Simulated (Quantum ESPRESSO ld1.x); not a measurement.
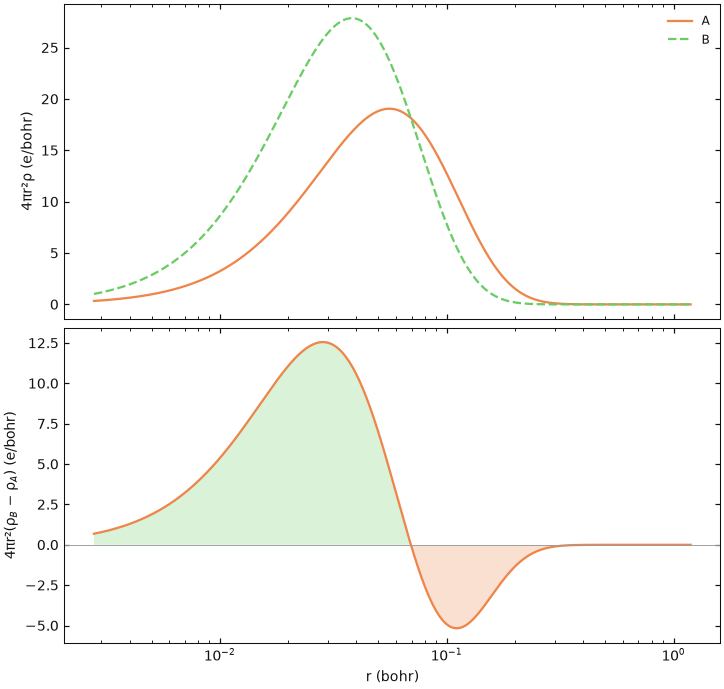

Two nuclei with the same 2 electrons, 1s2, were computed: Ar¹⁶⁺; Fe²⁴⁺. Method: scalar-relativistic Kohn-Sham, LDA (Slater exchange, VWN5 correlation), spin-polarised, spherical densities, point nucleus; computed with Quantum ESPRESSO ld1.x 7.5.

The plot shows both radial densities and the radial density of run B less that of run A; on the logarithmic r axis, areas aren't charges.

Q: Which run is A and which is B? Where does the charge move?

Answer: A is Ar¹⁶⁺; B is Fe²⁴⁺. B holds 0.50 electrons more than A where the difference is positive (most at r = 0.028 bohr) and 0.50 electrons fewer where it is negative (most at r = 0.11 bohr), with no net change. The larger nuclear charge draws every shell in.
